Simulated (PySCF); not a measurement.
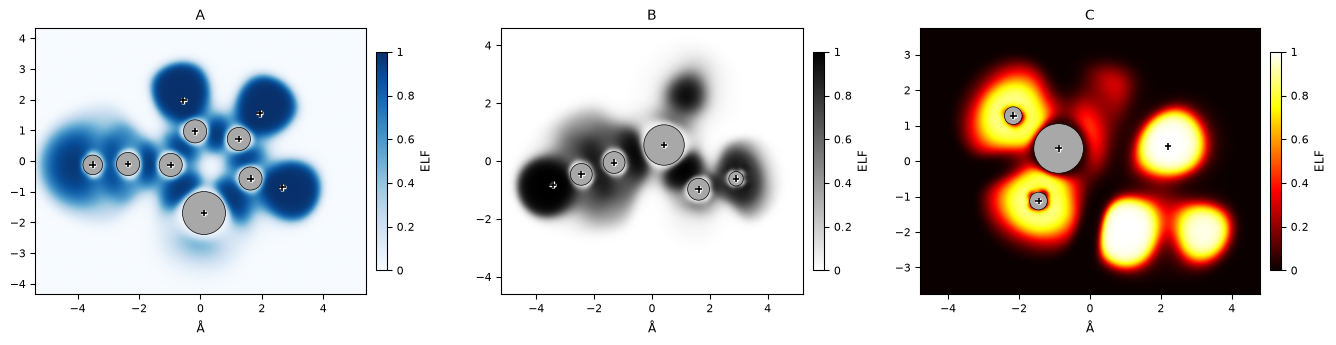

The ELF of 3 systems, each on a plane through atoms (crosses mark nuclei in the plane; grey discs cover the cores).

These are results of PBE0/pcSseg-1, SCF density, gas phase, non-relativistic in PySCF, not measurements.

System 1: C5H5NSi (SMILES N#CC1=CC=C[SiH2]1), the plane of atoms C3, C4 and C5. Geometry: GFN2-xTB.

```yaml
atoms:
  - { symbol: N, position_ang: [3.3869, 0.6021, -0.6822] }
  - { symbol: C, position_ang: [2.2722, 0.4725, -0.4281] }
  - { symbol: C, position_ang: [0.9276, 0.2576, -0.1474] }
  - { symbol: C, position_ang: [0.1188, 1.1464, 0.4688] }
  - { symbol: C, position_ang: [-1.2529, 0.7268, 0.6675] }
  - { symbol: C, position_ang: [-1.5724, -0.4963, 0.2182] }
  - { symbol: Si, position_ang: [-0.0625, -1.3162, -0.5634] }
  - { symbol: H, position_ang: [0.4479, 2.1195, 0.8052] }
  - { symbol: H, position_ang: [-1.9478, 1.3963, 1.1547] }
  - { symbol: H, position_ang: [-2.5650, -0.9023, 0.3164] }
  - { symbol: H, position_ang: [0.4272, -2.4813, 0.1682] }
  - { symbol: H, position_ang: [-0.1790, -1.5258, -2.0039] }
```

System 2: C5H5F3Si (SMILES C#C[Si]1(C(F)(F)F)CC1), the plane of atoms C2, Si3 and C4. Geometry: GFN2-xTB.

```xyz
14

C     2.7380   -1.5555   -0.4679
C     1.6956   -0.9793   -0.2964
Si    0.1192   -0.0874   -0.0275
C     0.5088    1.7957    0.2293
F     1.3028    2.0291    1.2942
F     1.1396    2.3484   -0.8268
F    -0.6065    2.5248    0.4249
C    -1.5833   -0.4690   -0.7264
C    -1.4492   -0.7127    0.7981
H     3.6510   -2.0557   -0.6186
H    -2.2536    0.3264   -1.0222
H    -1.7204   -1.3533   -1.3305
H    -2.0378   -0.0676    1.4359
H    -1.5048   -1.7443    1.1117
```

System 3: C2H5F3SSi (SMILES CCS[Si](F)(F)F), the plane of atoms F5, Si4 and F6. Geometry: GFN2-xTB.

```xyz
12

C    -1.5558    0.2020   -0.1728
C    -0.8125   -0.8523    0.6204
S     0.5331   -0.1359    1.6593
Si    1.9090    0.4600    0.1968
F     3.3486    0.6906    0.8016
F     1.5796    1.7958   -0.5960
F     2.0787   -0.6010   -0.9714
H    -1.9384    0.9760    0.4881
H    -0.9075    0.6674   -0.9122
H    -2.3949   -0.2578   -0.6907
H    -0.3686   -1.6084   -0.0240
H    -1.4703   -1.3372    1.3396
```

### Which map belongs to which system?

Panel A is system 1, C5H5NSi: the plane holds N, C, Si and H. C–N (1.15 Å): the ELF peaks at about 0.85 between the atoms: a short, multiple covalent bond. Panel B is system 2, C5H5F3Si: the plane holds C, Si, F and H. C–C (1.20 Å): the ELF peaks at about 0.85 between the atoms (a multiple bond). Panel C is system 3, C2H5F3SSi: the plane holds Si, F and H. Si–F (1.58 Å): the ELF peaks at about 0.85 in the valence shell of F, 0.5 Å from its nucleus, and is about 0.50 at the midpoint.
